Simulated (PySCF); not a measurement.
Consider C6H8F6.

Input

```
{"job": {"xc": "PBE0", "basis": "6-31G*", "kind": "nmr", "pop": true}, "charge": 0, "multiplicity": 1}
F      3.278458     0.556527     1.215020
C      3.156319     0.224728    -0.079246
F      3.269754     1.365896    -0.775567
F      4.230521    -0.517709    -0.386146
C      1.859850    -0.503512    -0.369185
C      0.653690     0.365678    -0.013512
C     -0.654170    -0.364231    -0.307001
C     -1.860950     0.504840     0.046881
C     -3.156500    -0.223731    -0.246755
F     -4.231904     0.518652     0.056110
F     -3.274528    -0.556581    -1.541146
F     -3.271559    -1.364454     0.450166
H      1.856340    -0.759120    -1.430177
H      1.862634    -1.425129     0.215446
H      0.695387     1.291243    -0.591109
H      0.698827     0.626761     1.045652
H     -0.695842    -1.289153     0.271540
H     -0.698853    -0.626563    -1.365869
H     -1.860322     0.759700     1.108112
H     -1.862299     1.426836    -0.537169
```

Launched as:

```sh
OMP_NUM_THREADS=1 python ens_run.py task.json out
```

Geometry: GFN2-xTB.

The calculation used PySCF 2.14.0, PBE0/6-31G*, SCF density, gas phase, non-relativistic.

Question: What will maps of the electron density and electron localisation function show?

Answer: C–F (1.34 Å): ρ at the midpoint is about 2.4 e/Å³; the ELF peaks at about 0.85 between the atoms, as expected for a polar covalent bond.
C–C (1.52 Å): ρ at the midpoint is about 1.8 e/Å³; the ELF peaks at about 1 between the atoms (a shared electron pair).

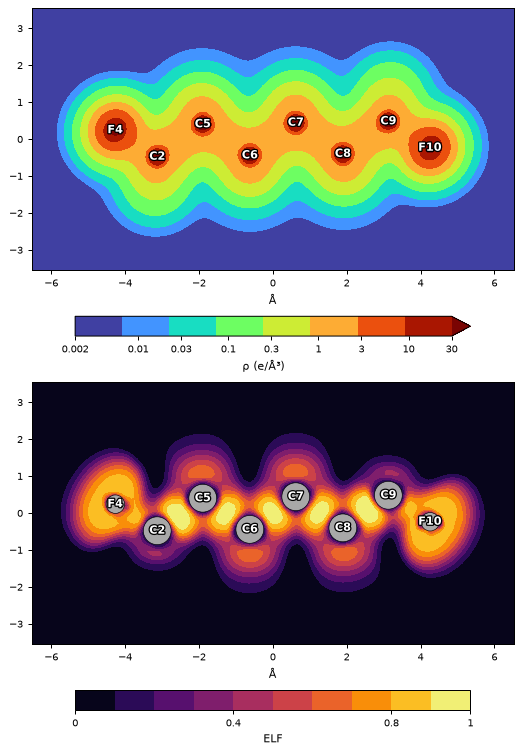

Computed electron density and electron localisation function on the plane of atoms C2, C5 and C6, in this order. Grey discs cover the atomic cores in the ELF map. 
